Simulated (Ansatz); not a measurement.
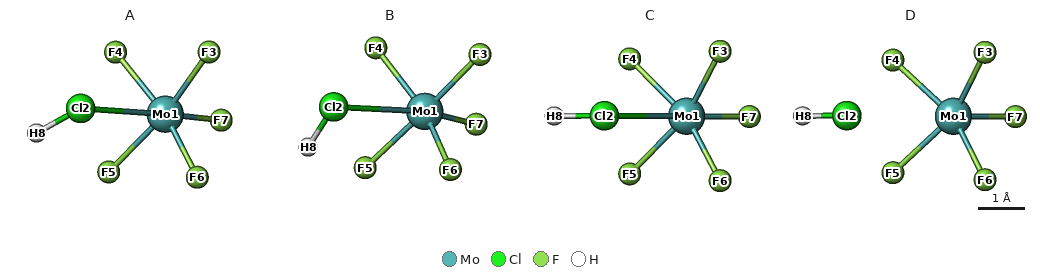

4 geometries from one relaxation of MoHClF$_{5}$ (multiplicity 2), in shuffled order. The picture is a ball-and-stick view, seen at a tilt.

The run prepares an end point of a later path (reaction) calculation, from a guessed geometry.

Level of theory: Ansatz, UKS PBE/def2-SVP. (collinear spin; force threshold 0.03 eV/Å; at most 50 steps)

Put them in the order of the run, from the start to the converged end.

D, C, A, B. They are steps 0, 3, 12, 20, at +30.1 kJ/mol, +12.3 kJ/mol, +7.11 kJ/mol relative to the last. The largest move after the best rigid fit is that of H8, 0.92 Å. By element the largest moves are H 0.92 Å, F 0.54 Å, Cl 0.48 Å, Mo 0.30 Å. Among the contacts that change: Mo1–Cl2 3.502 → 2.816 Å, Mo1–F5 1.866 → 1.908 Å, Mo1–F4 1.866 → 1.833 Å, Cl2–H8 1.339 → 1.309 Å. New bonds form, among them: Mo1–Cl2 (3.50 → 2.82 Å). Among the angles between lasting bonds that change: F3–Mo1–F5 153.7° → 176.2°, F5–Mo1–F7 110.6° → 92.6°, F6–Mo1–F7 95.4° → 102.6°. After 16 accepted moves (20 points after the start) the energy has fallen by 30.1 kJ/mol. Largest force component: 0.78 eV/Å at the start, 0.022 eV/Å at the end. The line search rejected the trial steps at points 6, 10, 16, 18 of the run. Cost: 81 s on 4 threads of Arm Neoverse V1, on a shared host, peak memory 0.32 GiB.

Limits of the set-up: the start holds two separate molecules, 3.2 Å apart at their closest, whose relative position is a soft coordinate and is computed without a dispersion correction.
